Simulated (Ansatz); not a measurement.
**C6H12 (methylcyclopentane) at HF/STO-3G**

Aim: the electronic atomisation energy of C6H12 (methylcyclopentane) at HF/STO-3G, from 3 runs. 

The results are computed with Ansatz 0.2.0.

19 further runs of the same task are left out: 1 that didn't finish, 18 set aside as unsound or not needed.

## Step 1: Starting point

The species is C6H12 (18 atoms), meant as a singlet with charge 0. SMILES: `CC1CCCC1`. The shape is that of a PBE0-D4/def2-TZVP optimisation. This is one conformer, not always the lowest.

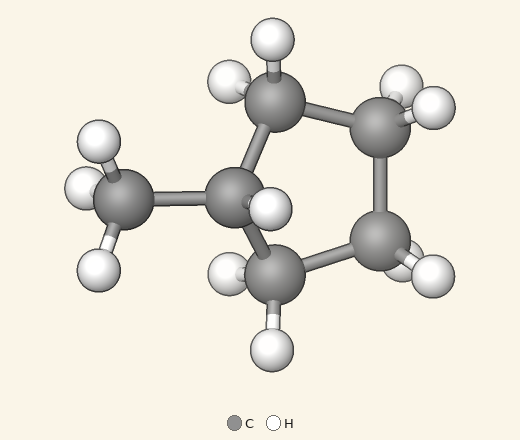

Viewed from a chosen angle; carbon grey, hydrogen white.

## Step 2: A single-point energy at HF/STO-3G

The input, run.yaml:

```yaml
crystal:
  periodic: [false, false, false]
  atoms:
    - {symbol: C, position_ang: [1.205820, -1.782710, 0.205580]}
    - {symbol: C, position_ang: [0.653600, -0.373720, 0.264760]}
    - {symbol: C, position_ang: [0.403000, 0.269490, -1.096340]}
    - {symbol: C, position_ang: [-0.490040, 1.477080, -0.795690]}
    - {symbol: C, position_ang: [-1.228180, 1.130880, 0.519190]}
    - {symbol: C, position_ang: [-0.716550, -0.254930, 0.926780]}
    - {symbol: H, position_ang: [0.522920, -2.439790, -0.342380]}
    - {symbol: H, position_ang: [2.174220, -1.813190, -0.300730]}
    - {symbol: H, position_ang: [1.340610, -2.203190, 1.205640]}
    - {symbol: H, position_ang: [1.357520, 0.263110, 0.818890]}
    - {symbol: H, position_ang: [-0.129480, -0.450460, -1.729510]}
    - {symbol: H, position_ang: [1.323880, 0.537670, -1.620070]}
    - {symbol: H, position_ang: [0.118950, 2.374720, -0.662600]}
    - {symbol: H, position_ang: [-1.179770, 1.688420, -1.615150]}
    - {symbol: H, position_ang: [-0.991360, 1.866510, 1.291780]}
    - {symbol: H, position_ang: [-2.313350, 1.144350, 0.400200]}
    - {symbol: H, position_ang: [-0.682870, -0.397360, 2.009730]}
    - {symbol: H, position_ang: [-1.368930, -1.036890, 0.519920]}
basis:
  gaussian:
    orbitals: STO-3G
hamiltonian:
  xc: hf
accuracy: high
output:
  orbitals: {seedname: orbitals}
```

Command:

```console
$ ansatz run run.yaml --threads 1 --pin off --max-ram 3480MiB --events-out events.jsonl --progress --plain --runs-dir runs
```

The program printed:

```text
Warning: RAYON_NUM_THREADS=1 ignored (pool sized by the plan → 1); use --threads N
Functional definition: HF
  name "HF"
  exchange = exact_x
  correlation = 0
992 factors; integrals over basis functions are off by at most 1.8e-9 eV
mean field evaluation 1: about -6297.1745 eV, gradient 1.6e1 eV
mean field evaluation 2: about -6297.6288 eV, gradient 1.6e1 eV
mean field evaluation 4: about -6298.6750 eV, gradient 6.0e-1 eV
mean field evaluation 8: about -6298.6752 eV, gradient 3.8e-5 eV
mean field -6298.67524103 eV, -231.4720457125 hartree, gradient 9.8e-8 eV, S^2 0.000000; 0 other end points of the search recorded, 0 dependent functions left out
reference -6298.67524103 eV, -231.4720457125 hartree; 24, 24 occupied and 18, 18 virtual orbitals, 992 factors
Total energy: -6298.67524103 eV, -231.4720457125 hartree
```

It took 0.85 s on 1 thread of Arm Neoverse V1, shared host; peak memory 0.095 GiB.

## Step 3: The C atom

The input, run.yaml:

```yaml
crystal:
  periodic: [false, false, false]
  atoms:
    - symbol: C
      position_ang: [0.000000, 0.000000, 0.000000]
basis:
  gaussian:
    orbitals: STO-3G
total_charge: 0
magnetization:
  spin_polarized: true
  initial_magnetization: 2
hamiltonian:
  xc: hf
accuracy: high
```

Run the same way, it converges to -37.19839 Eh (log not shown).

## Step 4: The H atom, same level

The input, input.yaml:

```yaml
crystal:
  periodic: [false, false, false]
  atoms:
    - {symbol: H, position_ang: [0.000000, 0.000000, 0.000000]}
basis:
  gaussian: {orbitals: STO-3G}
magnetization: {spin_polarized: true, initial_magnetization: 1}
hamiltonian: {xc: hf}
accuracy: high
```

Run the same way, it converges to -0.46658 Eh (log not shown).

## Step 5: Summary of results

At HF/STO-3G:

```
                     quantity          value
       molecule: total energy  -231.47205 Eh
        molecule: HOMO energy      -10.95 eV
        molecule: LUMO energy       15.12 eV
      molecule: HOMO–LUMO gap       26.07 eV
         C atom: total energy   -37.19839 Eh
                 C atom: ⟨S²⟩          2.000
         H atom: total energy    -0.46658 Eh
                 H atom: ⟨S²⟩          0.750
electronic atomisation energy      73.000 eV
```

In words: Taking the molecule apart into free atoms costs 73.00 eV (1683 kcal/mol), before zero-point energy and without spin-orbit coupling. Hartree–Fock lacks the correlation of the bonding pairs, which as a rule makes this value much too low; in minimal bases other errors can mask that. In a minimal basis such a difference can be off by several eV, whatever the method.
